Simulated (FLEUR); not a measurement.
## InCo3N: from one collinear state to anisotropy

Wanted: anisotropy for InCo3N, with the cost of each step.

Calculated with FLEUR MaX-R8.1; LDA (VWN); all-electron FLAPW, Dirac cores, scalar-relativistic bands.

### 1. The starting structure

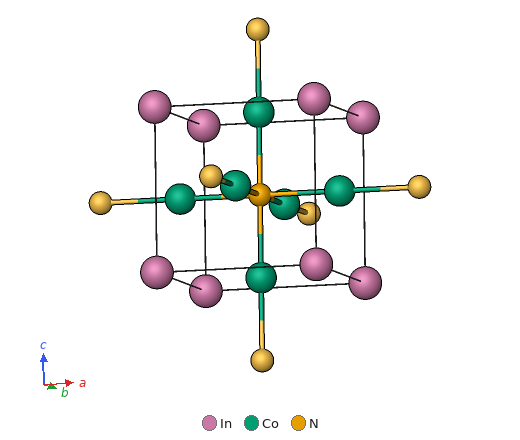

The starting structure, seen slightly off an axis (indium pink, cobalt teal, nitrogen orange). Some periodic images of atoms are drawn too.

As a file:

```cif
data_structure
_symmetry_space_group_name_H-M 'Pm-3m'
_symmetry_Int_Tables_number 221
_cell_length_a 3.8271
_cell_length_b 3.8271
_cell_length_c 3.8271
_cell_angle_alpha 90.000
_cell_angle_beta 90.000
_cell_angle_gamma 90.000
_cell_volume 56.05
loop_
_atom_site_label
_atom_site_type_symbol
_atom_site_symmetry_multiplicity
_atom_site_Wyckoff_symbol
_atom_site_fract_x
_atom_site_fract_y
_atom_site_fract_z
_atom_site_occupancy
In1 In 1 a 0.00000 0.00000 0.00000 1
Co1 Co 3 c 0.50000 0.50000 0.00000 1
N1 N 1 b 0.50000 0.50000 0.50000 1
```

The cell comes from a database of computed structures and need not be the stable phase.

### 2. Self-consistent state

The force theorems are single passes in this state's potential, so it has to be converged first.

No symmetry is used, so that later steps may turn the spins freely; k and −k are joined. inpgen writes inp.xml from crystal.txt; cutoffs, mixing, functional, smearing and local orbitals are then set in the file. The k list scf (kpts.xml, not shown) is a Γ-centred 6×6×6 mesh; where the ranks do not divide the number of points, some are split in two of half the weight.

The input, inp.xml:

```
<?xml version="1.0" encoding="UTF-8" standalone="no"?>
<fleurInput fleurInputVersion="0.39">
   <comment>
      InCo3N
   </comment>
   <calculationSetup>
      <cutoffs Kmax="4.4" Gmax="13.2" GmaxXC="13.2" numbands="0"/>
      <scfLoop itmax="90" minDistance="0.00002" maxIterBroyd="15" imix="Anderson" alpha="0.05" precondParam="0.7" spinf="2.0" sdNocoIR="T"/>
      <coreElectrons ctail="F" frcor="F" kcrel="0" coretail_lmax="0"/>
      <xcFunctional name="vwn" relativisticCorrections="F"/>
      <magnetism jspins="2" l_noco="F" l_ss="F">
         <qss>0.0 0.0 0.0</qss>
         <mtNocoParams l_mperp="F" l_mtNocoPot="F" l_relaxSQA="F" mag_mixing_scheme="0" mix_RelaxWeightOffD="1.0" l_constrained="F" mix_constr="1.0"/>
         <sourceFreeMag l_sourceFree="F" l_scaleMag="F" mag_scale="1.0"/>
      </magnetism>
      <soc l_soc="F" theta="0.0" phi="0.0" spav="F"/>
      <expertModes spex="0" secvar="F"/>
      <geometryOptimization l_f="F" forcealpha="1.0" forcemix="BFGS" epsdisp="0.00001" epsforce="0.00001"/>
      <ldaU l_linMix="F" mixParam="0.05" spinf="1.0"/>
   </calculationSetup>
   <cell>
      <bzIntegration valenceElectrons="69.0" mode="hist" fermiSmearingEnergy="0.00073499">
         <kPointListSelection listName="scf"/>
         <xi:include xmlns:xi="http://www.w3.org/2001/XInclude" href="kpts.xml"> </xi:include>
      </bzIntegration>
      <xi:include xmlns:xi="http://www.w3.org/2001/XInclude" href="sym.xml"> </xi:include>
      <bulkLattice scale="1.0">
         <bravaisMatrix>
            <row-1>    7.2321734908371376     0.0000000000000000     0.0000000000000000</row-1>
            <row-2>    0.0000000000000000     7.2321734908371376     0.0000000000000000</row-2>
            <row-3>    0.0000000000000000     0.0000000000000000     7.2321734908371376</row-3>
         </bravaisMatrix>
      </bulkLattice>
   </cell>
   <atomSpecies>
      <species name="Indium (In)" element="In" atomicNumber="49">
         <mtSphere radius="2.73" gridPoints="903" logIncrement="0.014"/>
         <atomicCutoffs lmax="10" lnonsphr="8"/>
         <electronConfig flipSpins="F">
            <coreConfig>(1s1/2) (2s1/2) (2p1/2) (2p3/2) (3s1/2) (3p1/2) (3p3/2) (4s1/2) (3d3/2) (3d5/2) (4p1/2) (4p3/2)</coreConfig>
            <valenceConfig>(5s1/2) (4d3/2) (4d5/2) (5p1/2) (5p3/2)</valenceConfig>
            <stateOccupation state="(5p1/2)" spinUp="0.166667" spinDown="0.166667"/>
            <stateOccupation state="(5p3/2)" spinUp="0.333333" spinDown="0.333333"/>
         </electronConfig>
         <energyParameters s="5" p="5" d="5" f="4"/>
         <lo type="SCLO" l="2" n="4" eDeriv="0"/>
      </species>
      <species name="Cobalt (Co2.000" element="Co" atomicNumber="27">
         <mtSphere radius="2.25" gridPoints="745" logIncrement="0.016"/>
         <atomicCutoffs lmax="8" lnonsphr="6"/>
         <electronConfig flipSpins="F">
            <coreConfig>(1s1/2) (2s1/2) (2p1/2) (2p3/2)</coreConfig>
            <valenceConfig>(3s1/2) (3p1/2) (3p3/2) (4s1/2) (3d3/2) (3d5/2)</valenceConfig>
            <stateOccupation state="(3d3/2)" spinUp="1.5" spinDown="1.3"/>
            <stateOccupation state="(3d5/2)" spinUp="3.0" spinDown="1.2"/>
         </electronConfig>
         <energyParameters s="4" p="4" d="3" f="4"/>
         <lo type="SCLO" l="0" n="3" eDeriv="0"/>
         <lo type="SCLO" l="1" n="3" eDeriv="0"/>
      </species>
      <species name="Nitrogen (N)" element="N" atomicNumber="7">
         <mtSphere radius="1.27" gridPoints="421" logIncrement="0.024"/>
         <atomicCutoffs lmax="6" lnonsphr="4"/>
         <electronConfig flipSpins="F">
            <coreConfig>(1s1/2)</coreConfig>
            <valenceConfig>(2s1/2) (2p1/2) (2p3/2)</valenceConfig>
            <stateOccupation state="(2p1/2)" spinUp="0.500000" spinDown="0.500000"/>
            <stateOccupation state="(2p3/2)" spinUp="1.000000" spinDown="1.000000"/>
         </electronConfig>
         <energyParameters s="2" p="2" d="3" f="4"/>
      </species>
   </atomSpecies>
   <atomGroups>
      <atomGroup species="Indium (In)">
         <relPos label="                   1">.0000000000 .0000000000 .0000000000</relPos>
         <force calculate="T" relaxXYZ="TTT"/>
         <nocoParams  alpha="0.0" beta="0.0"/>
      </atomGroup>
      <atomGroup species="Cobalt (Co2.000">
         <relPos label="                   2">1.000/2.000 1.000/2.000 .0000000000</relPos>
         <force calculate="T" relaxXYZ="TTT"/>
         <nocoParams  alpha="0.0" beta="0.0"/>
      </atomGroup>
      <atomGroup species="Cobalt (Co2.000">
         <relPos label="                   3">1.000/2.000 .0000000000 1.000/2.000</relPos>
         <force calculate="T" relaxXYZ="TTT"/>
         <nocoParams  alpha="0.0" beta="0.0"/>
      </atomGroup>
      <atomGroup species="Cobalt (Co2.000">
         <relPos label="                   4">.0000000000 1.000/2.000 1.000/2.000</relPos>
         <force calculate="T" relaxXYZ="TTT"/>
         <nocoParams  alpha="0.0" beta="0.0"/>
      </atomGroup>
      <atomGroup species="Nitrogen (N)">
         <relPos label="                   5">1.000/2.000 1.000/2.000 1.000/2.000</relPos>
         <force calculate="T" relaxXYZ="TTT"/>
         <nocoParams  alpha="0.0" beta="0.0"/>
      </atomGroup>
   </atomGroups>
   <output dos="F" band="F" slice="F">
      <bandDOS minEnergy="-.5*Htr" maxEnergy="0.5*Htr" sigma="0.015" storeEVData="T"/>
      <plotting iplot="0" polar="F">
         <plot TwoD="T" vec1="  1.0  0.0  0.0" vec2="  0.0  1.0  0.0" vec3="  0.0  0.0  1.0" zero="  0.0  0.0  0.0" file="plot"/>
      </plotting>
      <moessbauerParams electricFieldGradient="F" isomerShift="F" coreHyperfine="F" valenceHyperfine="F"/>
   </output>
</fleurInput>
```

The input, crystal.txt:

```
InCo3N
&input film=F cartesian=F /
3.82710139670  0.00000000000  0.00000000000
0.00000000000  3.82710139670  0.00000000000
0.00000000000  0.00000000000  3.82710139670
1.8897261246
1.0 1.0 1.0

5
49 0.00000000000  0.00000000000  0.00000000000
27 0.50000000000  0.50000000000  0.00000000000 : 2.000
27 0.50000000000  0.00000000000  0.50000000000 : 2.000
27 0.00000000000  0.50000000000  0.50000000000 : 2.000
7 0.50000000000  0.50000000000  0.50000000000

&kpt div1=6 div2=6 div3=6 gamma=T /
```

Run with:

```
OMP_NUM_THREADS=1 inpgen -f crystal.txt -nosym -noco > inpgen.log  # inp.xml is then edited as shown
OMP_NUM_THREADS=1 mpirun -n 4 fleur_MPI > fleur.log
```

What it wrote:

```text
Welcome to FLEUR        (www.flapw.de)
      MaX-Release 8.1          (www.max-centre.eu)

 ========== k-point set info ==========
 Selected k-point list: scf
 k-point list type: mesh
 0 x 0 x 0
 Number of k points: 112

 ------------Calculation Setup---------------------------
 Number of MPI-tasks      :            4
 Number of PE/node        :            4
 Number of OMP-threads    :            1
 k-points in parallel     :            4
 pe's per k-point         :            1
 No of k-point loops      :           28
 Eigenvalue solver        :       lapack
 Number of basis functions:          610
 Approximate size of matrices (H+S) per k-point:         0.011 GB
 --------------------------------------------------------
 Complex matrix made real
 Complex matrix made real
 Iteration:     1   Distance:      23.47777592 me/bohr^3
 Iteration:     2   Distance:      22.64476011 me/bohr^3
 Iteration:     3   Distance:      17.21861186 me/bohr^3
 Iteration:     4   Distance:      12.81961878 me/bohr^3
 Iteration:     5   Distance:      10.39182204 me/bohr^3
 Iteration:     6   Distance:       3.93592731 me/bohr^3
 Iteration:     7   Distance:       2.53623760 me/bohr^3
 Iteration:     8   Distance:       2.42713947 me/bohr^3
 Iteration:     9   Distance:       1.67874702 me/bohr^3
 Iteration:    10   Distance:       1.75809165 me/bohr^3
 Iteration:    11   Distance:       1.00218196 me/bohr^3
 Iteration:    12   Distance:       0.88057416 me/bohr^3
 Iteration:    13   Distance:       0.22316829 me/bohr^3
 Iteration:    14   Distance:       0.17182506 me/bohr^3
 Iteration:    15   Distance:       0.05142330 me/bohr^3
 Iteration:    16   Distance:       0.05010373 me/bohr^3
 Iteration:    17   Distance:       0.02207950 me/bohr^3
 Iteration:    18   Distance:       0.01182050 me/bohr^3
 Iteration:    19   Distance:       0.00759453 me/bohr^3
 Iteration:    20   Distance:       0.00410800 me/bohr^3
 Iteration:    21   Distance:       0.00187147 me/bohr^3
 Iteration:    22   Distance:       0.00150763 me/bohr^3
 Iteration:    23   Distance:       0.00041693 me/bohr^3
 Iteration:    24   Distance:       0.00017641 me/bohr^3
 Iteration:    25   Distance:       0.00014534 me/bohr^3
 Iteration:    26   Distance:       0.00003497 me/bohr^3
 Iteration:    27   Distance:       0.00000861 me/bohr^3

 ********************************************************************
 Run finished successfully
 Stop message:
   all done
 ********************************************************************

--- out.xml (last complete iteration) ---
<iteration numberForCurrentRun="   27" overallNumber="   27">
         [... left out ...]
         <bandgap value="0.0000000867" units="eV"/>
         <sumValenceSingleParticleEnergies value="-39.6705284181" units="Htr"/>
         <FermiEnergy value="0.4290555632" units="Htr"/>
         <valenceDensity>
            <mtCharges spin="1">
               <mtCharge atomType="1" total="5.9919761" s="0.4574385" p="0.4911437" d="4.9948883" f="0.0345942"/>
               <mtCharge atomType="2" total="8.4425452" s="1.1611191" p="3.1926568" d="4.0588566" f="0.0220957"/>
               <mtCharge atomType="3" total="8.4425447" s="1.1611191" p="3.1926568" d="4.0588561" f="0.0220957"/>
               <mtCharge atomType="4" total="8.4425447" s="1.1611191" p="3.1926568" d="4.0588561" f="0.0220957"/>
               <mtCharge atomType="5" total="1.4163670" s="0.4576734" p="0.9505859" d="0.0072707" f="0.0007352"/>
            </mtCharges>
            <mtCharges spin="2">
               <mtCharge atomType="1" total="6.0480377" s="0.4705110" p="0.5193128" d="5.0072045" f="0.0376736"/>
               <mtCharge atomType="2" total="7.6409461" s="1.1569040" p="3.1925389" d="3.2632625" f="0.0208417"/>
               <mtCharge atomType="3" total="7.6409468" s="1.1569040" p="3.1925389" d="3.2632632" f="0.0208417"/>
               <mtCharge atomType="4" total="7.6409468" s="1.1569040" p="3.1925389" d="3.2632632" f="0.0208417"/>
               <mtCharge atomType="5" total="1.3545520" s="0.4566148" p="0.8894560" d="0.0077591" f="0.0006468"/>
            </mtCharges>
            <spinDependentCharge spin="1" total="35.6812354" interstitial="2.9452576" mtSpheres="32.7359778"/>
            <spinDependentCharge spin="2" total="33.3187646" interstitial="2.9933351" mtSpheres="30.3254295"/>
            <totalCharge value="69.0000000000"/>
         </valenceDensity>
         [... left out ...]
         <allElectronCharges>
            <spinDependentCharge spin="1" total="69.6812354" interstitial="2.9461289" mtSpheres="66.7351065"/>
            <spinDependentCharge spin="2" total="67.3187646" interstitial="2.9942090" mtSpheres="64.3245557"/>
            <totalCharge value="137.0000000076"/>
         </allElectronCharges>
         <magneticMomentsInMTSpheres units="muBohr">
            <globalMagMoment atomType="1" vec="0.00000   0.00000  -0.05606"/>
            <localMagMoment atomType="1" vec="0.00000   0.00000  -0.05606"/>
            <globalMagMoment atomType="2" vec="0.00000   0.00000   0.80160"/>
            <localMagMoment atomType="2" vec="0.00000   0.00000   0.80160"/>
            <globalMagMoment atomType="3" vec="0.00000   0.00000   0.80160"/>
            <localMagMoment atomType="3" vec="0.00000   0.00000   0.80160"/>
            <globalMagMoment atomType="4" vec="0.00000   0.00000   0.80160"/>
            <localMagMoment atomType="4" vec="0.00000   0.00000   0.80160"/>
            <globalMagMoment atomType="5" vec="0.00000   0.00000   0.06181"/>
            <localMagMoment atomType="5" vec="0.00000   0.00000   0.06181"/>
         </magneticMomentsInMTSpheres>
         <moessbauerParams unitsHFF="kG" unitsIS="e/bohr^3" unitsEFG="Htr/bohr^2">
         </moessbauerParams>
         <totalEnergy value="   -10106.0588122547" units="Htr">
            <sumOfEigenvalues value="    -5949.9645281788">
               <coreElectrons value="-5910.2939997607"/>
               <valenceElectrons value="-39.6705284181"/>
            </sumOfEigenvalues>
            <densityCoulombPotentialIntegral value="-15970.0045507447"/>
            <densityEffectivePotentialIntegral value="-16411.7571935896"/>
            <chargeDenXCDenIntegral value="-333.4795215225"/>
            <FockExchangeEnergyValence value="0.0000000000"/>
            <FockExchangeEnergyCore value="0.0000000000"/>
            <atomTypeDependentContributions atomType="1">
               <electronNucleiInteractionDifferentMTs value="7130.4247100319"/>
               <MadelungTerm value="-18.8862234226"/>
            </atomTypeDependentContributions>
            <atomTypeDependentContributions atomType="2">
               <electronNucleiInteractionDifferentMTs value="1667.4262653199"/>
               <MadelungTerm value="-10.6331810790"/>
            </atomTypeDependentContributions>
            <atomTypeDependentContributions atomType="3">
               <electronNucleiInteractionDifferentMTs value="1667.4262657503"/>
               <MadelungTerm value="-10.6331807920"/>
            </atomTypeDependentContributions>
            <atomTypeDependentContributions atomType="4">
               <electronNucleiInteractionDifferentMTs value="1667.4262657470"/>
               <MadelungTerm value="-10.6331807928"/>
            </atomTypeDependentContributions>
            <atomTypeDependentContributions atomType="5">
               <electronNucleiInteractionDifferentMTs value="59.7444736278"/>
               <MadelungTerm value="-6.1359342074"/>
            </atomTypeDependentContributions>
            <tkbTimesEntropy value="0.0001490083"/>
            <freeEnergy value="-10106.0589612630"/>
            <extrapolationTo0K value="-10106.0588867589"/>
         </totalEnergy>
         <densityConvergence units="me/bohr^3">
            <chargeDensity spin="1" distance="0.0000047019"/>
            <chargeDensity spin="2" distance="0.0000068031"/>
            <overallChargeDensity distance="0.0000086092"/>
            <spinDensity distance="0.0000079158"/>
         </densityConvergence>
      </iteration>
```

Run time: 5 min. Hardware: 4 MPI ranks of Intel Xeon 6975P-C (Granite Rapids), shared host; peak memory 1.2 GiB.

Spin moment in the muffin-tin sphere by atom:

| atom | spin moment in the muffin-tin sphere (μB) |
| --- | --- |
| In1 | -0.056 |
| Co2 | 0.802 |
| Co3 | 0.802 |
| Co4 | 0.802 |
| N5 | 0.062 |

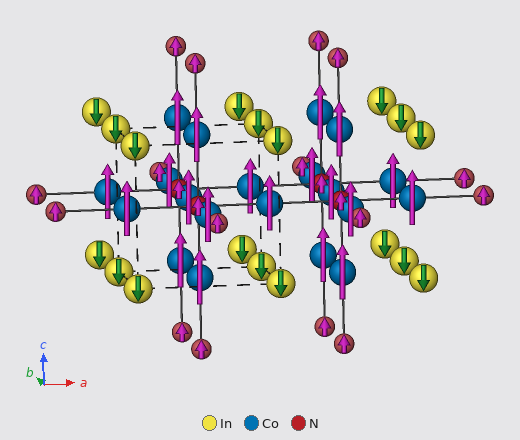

Spin moment in the muffin-tin sphere as arrows, the longest 0.802 μB. Up and down stand for the sign. Arrows give size and sign along the axis of quantisation, drawn up and down the page. Each arrow also spans its atom, so small moments look longer than they are. The two directions have two colours. 2×2×1 cells are drawn. Some periodic images of atoms are drawn too.

Numbers from this step:

| Property | Result |
| --- | --- |
| free energy | -274999.8738 eV |
| program's band gap on this mesh (in a metal only a level spacing) | 8.67e-8 eV |
| magnetization | 2.362 μB |
| final state | ferromagnetic, with opposed induced moments |

After 27 cycles the largest moment stands at 0.802 μB.

### 3. Anisotropy by the force theorem, rung 1

Anisotropy is a small difference, so it is taken from sums over occupied states at a frozen potential, where most errors cancel.

One pass with spin–orbit coupling for each direction, from the saved density. Inversion lets half of the mesh serve, which the program's warning doesn't know. The k list mae (kpts.xml, not shown) is a Γ-centred 7×7×7 mesh.

Edit inp.xml of step 2 so:

```diff
@@ -6,4 +6,4 @@
    <calculationSetup>
-      <cutoffs Kmax="4.4" Gmax="13.2" GmaxXC="13.2" numbands="0"/>
-      <scfLoop itmax="90" minDistance="0.00002" maxIterBroyd="15" imix="Anderson" alpha="0.05" precondParam="0.7" spinf="2.0" sdNocoIR="T"/>
+      <cutoffs Kmax="4.4" Gmax="13.2" GmaxXC="13.2" numbands="189"/>
+      <scfLoop itmax="1" minDistance="0.00002" maxIterBroyd="15" imix="Anderson" alpha="0.05" precondParam="0.7" spinf="2.0" sdNocoIR="T"/>
       <coreElectrons ctail="F" frcor="F" kcrel="0" coretail_lmax="0"/>
@@ -15,3 +15,3 @@
       </magnetism>
-      <soc l_soc="F" theta="0.0" phi="0.0" spav="F"/>
+      <soc l_soc="T" theta="0.0" phi="0.0" spav="F"/>
       <expertModes spex="0" secvar="F"/>
@@ -22,3 +22,3 @@
       <bzIntegration valenceElectrons="69.0" mode="hist" fermiSmearingEnergy="0.00073499">
-         <kPointListSelection listName="scf"/>
+         <kPointListSelection listName="mae"/>
          <xi:include xmlns:xi="http://www.w3.org/2001/XInclude" href="kpts.xml"> </xi:include>
@@ -106,2 +106,5 @@
    </output>
+   <forceTheorem>
+      <MAE theta="0.0 0.9553166 1.5707963" phi="0.0 0.7853982 0.7853982"/>
+   </forceTheorem>
 </fleurInput>
```

Run with:

```
OMP_NUM_THREADS=1 mpirun -n 4 fleur_MPI -warn_only > fleur.log
```

What it wrote:

```text
[banner, memory and clock lines left out]
Welcome to FLEUR        (www.flapw.de)
      MaX-Release 8.1          (www.max-centre.eu)
************FLEUR-Warning*****************
Error message: k-point set is not compatible to missing time-reversal symmetry in calculation.
Error occurred in subroutine: gen_bz
Error from PE:0/4
Other PEs with error messages:
     1-k-point set is not compatible to missing time-reversal symmetry in calculation.
     2-k-point set is not compatible to missing time-reversal symmetry in calculation.
     3-k-point set is not compatible to missing time-reversal symmetry in calculation.
*****************************************

 ========== k-point set info ==========
 Selected k-point list: mae
 k-point list type: mesh
 0 x 0 x 0
 Number of k points: 172

 [... set-up left out ...]
 ********************************************************************
 Run finished successfully
 Stop message:
   Forcetheorem MAE
 ********************************************************************

--- out.xml (force theorem) ---
<Forcetheorem_MAE Angles="3" units="Htr">
            <Angle theta="0.0000000" phi="0.0000000" ev-sum="-39.673977518"/>
            <Angle theta="0.9553166" phi="0.7853982" ev-sum="-39.673977824"/>
            <Angle theta="1.5707963" phi="0.7853982" ev-sum="-39.673977758"/>
         </Forcetheorem_MAE>
```

Wall time 1.7 min (4 MPI ranks); peak memory 1.8 GiB; 6.8 min of CPU time.

Anisotropy energies, by row:

```
 axis       x       y       z  band energy less the first axis' (meV a cell)
[001]       0       0       1                                              0
[111]  0.5774  0.5774  0.5774                                      -0.008327
[110]  0.7071  0.7071       0                                      -0.006531
```

Indices are those of the standard conventional cell; x, y, z give the same directions in the axes of the input.

[end of part 1 of 2]

[Logs and program files are shortened in this print: banners, set-up blocks, solver, clock and traceback lines can be left out without a mark of their own.]

[Logs are printed without paths, hosts, clocks, repeated set-up lines and the standing remarks that a program may print on its own settings, such as how far it seeks lower states.]

[Hosts, paths, dates, database ids (printed as entryN), source tags and the programs' standing remarks are cut or masked in the printed files.]

[Where a cell is said to come from a database of computed structures, the database is the Materials Project.]
